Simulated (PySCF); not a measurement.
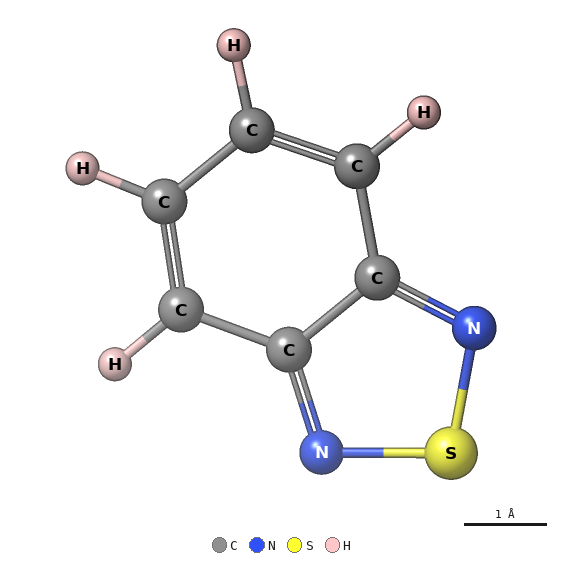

Atoms fade into the background with distance from the viewer. The computed structure is the end point of a PBE0-D3(BJ)/def2-TZVP optimisation. No frequency run is at hand to confirm it as a minimum. Masses are those of the most abundant isotopes; constants are for the rigid equilibrium geometry.

> What kind of rotor is it, and what are its rotational constants in cm⁻¹?

An asymmetric top (C2v): A = 0.127, B = 0.0422, C = 0.0317 cm⁻¹. Ray's parameter κ is −0.78, nearer the prolate limit.
